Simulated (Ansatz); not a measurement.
C2H3Cl2N

The calculation's input:

```
crystal:
  periodic: [false, false, false]
  atoms:
    - { symbol: C, position_ang: [-0.4041, -0.6126, 0.8561] }
    - { symbol: "N", position_ang: [0.2254, 0.635, 0.4007] }
    - { symbol: C, position_ang: [0.4989, 0.7521, -0.8561] }
    - { symbol: Cl, position_ang: [0.274, -0.4013, -2.058] }
    - { symbol: Cl, position_ang: [1.3374, 2.1758, -1.3547] }
    - { symbol: H, position_ang: [0.1559, -1.4465, 0.6752] }
    - { symbol: H, position_ang: [-0.6051, -0.4949, 1.9259] }
    - { symbol: H, position_ang: [-1.3903, -0.6647, 0.3551] }
basis:
  gaussian: { orbitals: def2-mTZVP }
hamiltonian:
  xc: b3lyp
  dispersion: d4
relax:
  f_tol: 0.02
  max_steps: 50
output:
  orbitals: {}
```

Command:

```sh
ansatz run input.yaml --threads 2 --pin off --max-ram 3072MiB --backend cpu --events-out ev --progress --plain --runs-dir out
```

The fields are those of the relaxed geometry.

Method: RKS B3LYP-D4/def2-mTZVP (Ansatz).

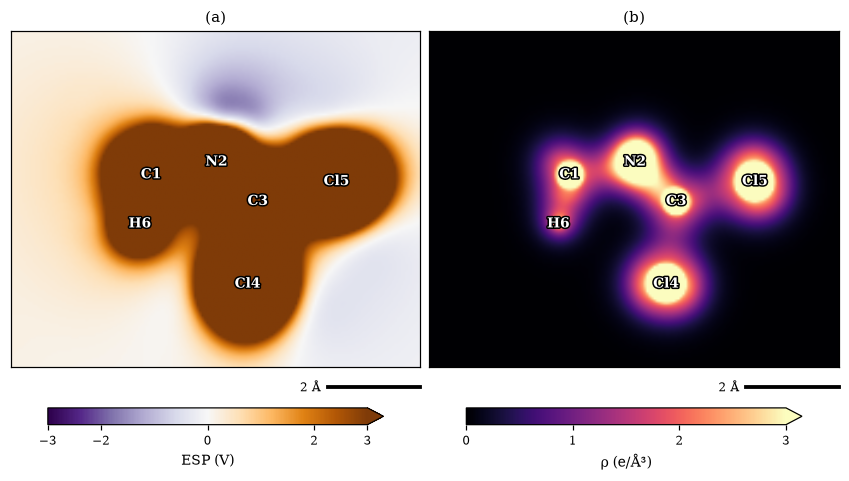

Figure 1. (a) electrostatic potential; (b) electron density on the plane of atoms Cl4, C3 and Cl5.

Describe what can be read from this map.

The section cuts through C, N, Cl and H sites.
C–N (1.23 Å): the density is about 3 e/Å³ at the midpoint.
C–Cl (1.76 Å): ρ at the midpoint is about 1.4 e/Å³.
C–H (1.09 Å): the density is about 2 e/Å³ at the midpoint.
C–Cl (1.80 Å): ρ at the midpoint is about 1.2 e/Å³.
Outside the dense part of the molecule the potential is most negative (−1.7 V) near N2.

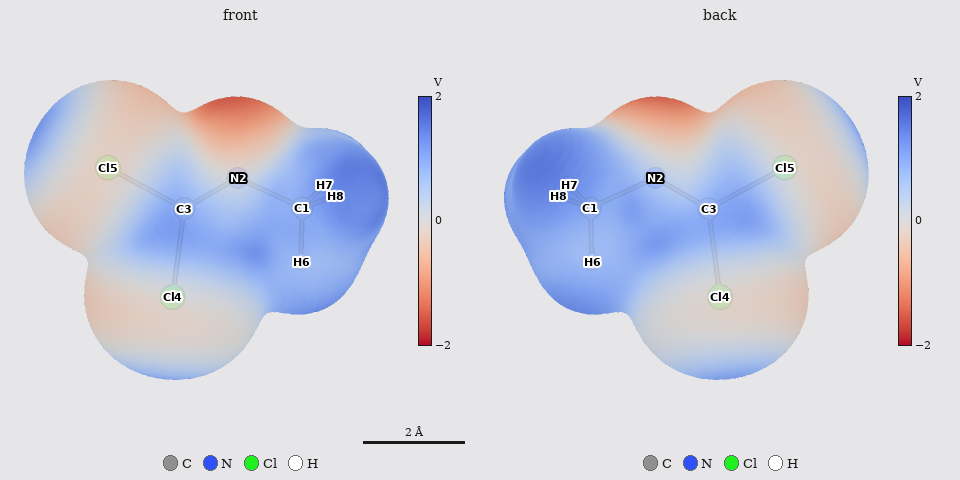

Figure 2. The molecular electrostatic potential painted on the density surface at 0.004 e/bohr³, seen from the front and from behind; red is negative and blue positive.

Which sites attract a positive test charge, and which a negative one?

A positive charge is drawn to the negative regions and a negative charge to the positive ones. The most negative region (about −1.4 V) lies over N2, the most positive (about +1.5 V) over H7 and H8. Cl4 shows a σ-hole: about +1.1 V at the tip opposite its bond, against about +0.1 V on its flanks. Cl5 shows a σ-hole: about +1.2 V at the tip opposite its bond, against about −0.3 V on its flanks. N2 is the likeliest acceptor of a hydrogen bond.

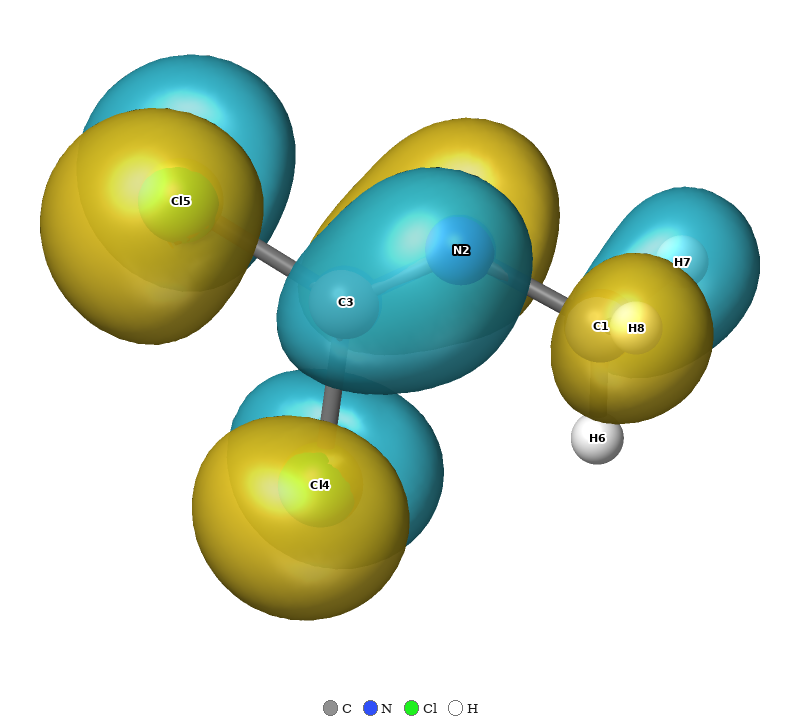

Figure 3. The HOMO−1 at ±0.08 Å⁻³ᐟ² (yellow and cyan are the two phases), seen at an oblique angle.

Where does this orbital lie, and at what energy?

It lies mainly on N2 (about 30 %), Cl5 (about 30 %), Cl4 (about 20 %), C3 (about 15 %) and C1 (about 5 %); largely a combination of lone pairs on N2, Cl5 and Cl4. Its energy is −8.32 eV.
